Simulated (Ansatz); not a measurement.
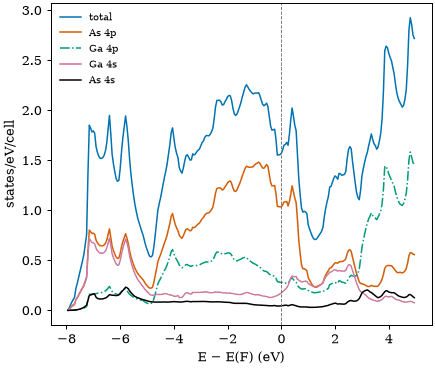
Figure: Total and projected density of states of GaAs (NiAs type, space group No. 194), DFT-PBEsol in the program Ansatz with PAW potentials

Task: Which orbitals carry the states next to the Fermi level?

Result: Within 0.5 eV of the Fermi level: As 4p 66 %, Ga 4p 18 %, Ga 4s 12 %. Projections are on Löwdin-orthogonalised atomic valence shells; empty p or d shells of many metals are not among them.

Task: Where is the tallest occupied peak in this window, and what makes it?

Result: Near -1.3 eV, about 2.3 states/eV per cell; the largest projected share is As 4p.

Space group P6_3/mmc (NiAs type). The start of the workflow was typed in or built on a structure type; neither database checked (COD, Materials Project) lists it. It is not the phase usual at ambient conditions (space group No. 216). The cell was relaxed with PBEsol under the symmetry of its start; of distortions, only those at the zone centre were tested. Spin–orbit coupling is left out wherever it is not named.

Potentials: the later of the program's two PAW sets.
